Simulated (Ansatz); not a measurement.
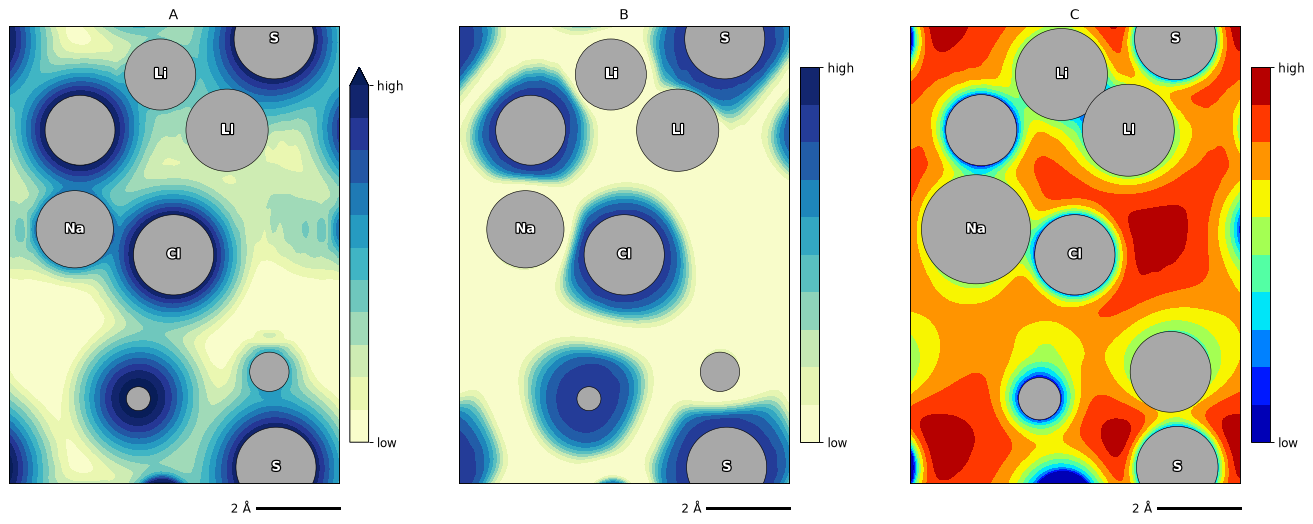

Na₄Li₇S₂Cl₇ (amorphous cell): 3 fields on the (101̄) plane of the calculation cell, with unlabelled colour scales. Grey discs cover the atomic cores.

Not relaxed (largest force 1.8 eV/Å).

These are results of Ansatz 0.2.0, DFT PBE+D3(BJ), scalar-relativistic, plane waves, PAW, not measurements.

Q: Match the panels to the quantities (electron localisation function, electrostatic potential energy of an electron and valence pseudo-density).

A: Panel A: valence pseudo-density. Panel B: electron localisation function. Panel C: electrostatic potential energy of an electron (low next to the atoms, rising into the space between them).
